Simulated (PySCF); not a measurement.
Breaking a bond: GaH, singlet.

Methods: UHF/cc-pVDZ (PySCF); RHF/cc-pVDZ (PySCF); RKS-CAM-B3LYP = restricted CAM-B3LYP/cc-pVDZ in PySCF.

Magnitude of the dipole moment (D; its direction can reverse along the curve, and a method can change to another solution) and Mulliken charge of the fragment that holds Ga1:

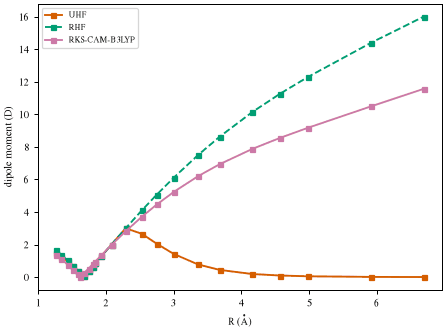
Fig. 1. Dipole moment against bond length.

```json
[
 {"R / Å": "1.26", "μ UHF": "1.48", "q UHF": "0.26", "μ RHF": "1.67", "q RHF": "0.27", "μ RKS-CAM-B3LYP": "1.38", "q RKS-CAM-B3LYP": "0.20"},
 {"R / Å": "1.34", "μ UHF": "1.26", "q UHF": "0.24", "μ RHF": "1.38", "q RHF": "0.25", "μ RKS-CAM-B3LYP": "1.11", "q RKS-CAM-B3LYP": "0.17"},
 {"R / Å": "1.43", "μ UHF": "0.96", "q UHF": "0.23", "μ RHF": "1.02", "q RHF": "0.23", "μ RKS-CAM-B3LYP": "0.77", "q RKS-CAM-B3LYP": "0.16"},
 {"R / Å": "1.51", "μ UHF": "0.67", "q UHF": "0.22", "μ RHF": "0.69", "q RHF": "0.23", "μ RKS-CAM-B3LYP": "0.45", "q RKS-CAM-B3LYP": "0.15"},
 {"R / Å": "1.58", "μ UHF": "0.38", "q UHF": "0.23", "μ RHF": "0.38", "q RHF": "0.23", "μ RKS-CAM-B3LYP": "0.16", "q RKS-CAM-B3LYP": "0.16"},
 {"R / Å": "1.62", "μ UHF": "0.20", "q UHF": "0.23", "μ RHF": "0.20", "q RHF": "0.23", "μ RKS-CAM-B3LYP": "0.01", "q RKS-CAM-B3LYP": "0.16"},
 {"R / Å": "1.68", "μ UHF": "0.08", "q UHF": "0.23", "μ RHF": "0.08", "q RHF": "0.23", "μ RKS-CAM-B3LYP": "0.26", "q RKS-CAM-B3LYP": "0.17"},
 {"R / Å": "1.74", "μ UHF": "0.36", "q UHF": "0.24", "μ RHF": "0.36", "q RHF": "0.24", "μ RKS-CAM-B3LYP": "0.52", "q RKS-CAM-B3LYP": "0.18"},
 {"R / Å": "1.80", "μ UHF": "0.65", "q UHF": "0.25", "μ RHF": "0.65", "q RHF": "0.25", "μ RKS-CAM-B3LYP": "0.78", "q RKS-CAM-B3LYP": "0.19"},
 {"R / Å": "1.84", "μ UHF": "0.84", "q UHF": "0.25", "μ RHF": "0.84", "q RHF": "0.25", "μ RKS-CAM-B3LYP": "0.96", "q RKS-CAM-B3LYP": "0.20"},
 {"R / Å": "1.93", "μ UHF": "1.27", "q UHF": "0.27", "μ RHF": "1.27", "q RHF": "0.27", "μ RKS-CAM-B3LYP": "1.34", "q RKS-CAM-B3LYP": "0.21"},
 {"R / Å": "2.08", "μ UHF": "2.00", "q UHF": "0.29", "μ RHF": "2.00", "q RHF": "0.29", "μ RKS-CAM-B3LYP": "1.97", "q RKS-CAM-B3LYP": "0.23"},
 {"R / Å": "2.29", "μ UHF": "3.00", "q UHF": "0.32", "μ RHF": "3.00", "q RHF": "0.32", "μ RKS-CAM-B3LYP": "2.82", "q RKS-CAM-B3LYP": "0.26"},
 {"R / Å": "2.53", "μ UHF": "2.66", "q UHF": "0.22", "μ RHF": "4.11", "q RHF": "0.35", "μ RKS-CAM-B3LYP": "3.71", "q RKS-CAM-B3LYP": "0.29"},
 {"R / Å": "2.75", "μ UHF": "2.05", "q UHF": "0.15", "μ RHF": "5.07", "q RHF": "0.37", "μ RKS-CAM-B3LYP": "4.46", "q RKS-CAM-B3LYP": "0.30"},
 {"R / Å": "3.00", "μ UHF": "1.42", "q UHF": "0.09", "μ RHF": "6.11", "q RHF": "0.40", "μ RKS-CAM-B3LYP": "5.23", "q RKS-CAM-B3LYP": "0.32"},
 {"R / Å": "3.36", "μ UHF": "0.78", "q UHF": "0.04", "μ RHF": "7.51", "q RHF": "0.43", "μ RKS-CAM-B3LYP": "6.20", "q RKS-CAM-B3LYP": "0.34"},
 {"R / Å": "3.68", "μ UHF": "0.44", "q UHF": "0.02", "μ RHF": "8.63", "q RHF": "0.46", "μ RKS-CAM-B3LYP": "6.94", "q RKS-CAM-B3LYP": "0.35"},
 {"R / Å": "4.16", "μ UHF": "0.19", "q UHF": "0.01", "μ RHF": "10.14", "q RHF": "0.48", "μ RKS-CAM-B3LYP": "7.87", "q RKS-CAM-B3LYP": "0.37"},
 {"R / Å": "4.57", "μ UHF": "0.09", "q UHF": "0.00", "μ RHF": "11.27", "q RHF": "0.50", "μ RKS-CAM-B3LYP": "8.55", "q RKS-CAM-B3LYP": "0.37"},
 {"R / Å": "4.98", "μ UHF": "0.05", "q UHF": "0.00", "μ RHF": "12.29", "q RHF": "0.51", "μ RKS-CAM-B3LYP": "9.17", "q RKS-CAM-B3LYP": "0.37"},
 {"R / Å": "5.92", "μ UHF": "0.01", "q UHF": "0.00", "μ RHF": "14.41", "q RHF": "0.51", "μ RKS-CAM-B3LYP": "10.50", "q RKS-CAM-B3LYP": "0.37"},
 {"R / Å": "6.69", "μ UHF": "0.00", "q UHF": "0.00", "μ RHF": "16.00", "q RHF": "0.50", "μ RKS-CAM-B3LYP": "11.57", "q RKS-CAM-B3LYP": "0.36"}
]
```

The unrestricted determinant behind UHF is spin-contaminated at 1.26 to 1.43, 2.53 to 6.69 Å (<S²> up to 1.0, against 0.00 for a pure singlet). The restricted form behind RHF, RKS-CAM-B3LYP keeps the bonding electrons paired and can't separate into open-shell fragments. At the longest distance RKS-CAM-B3LYP leaves fractional charges on the fragments, a sign of delocalisation error or of the restricted form.
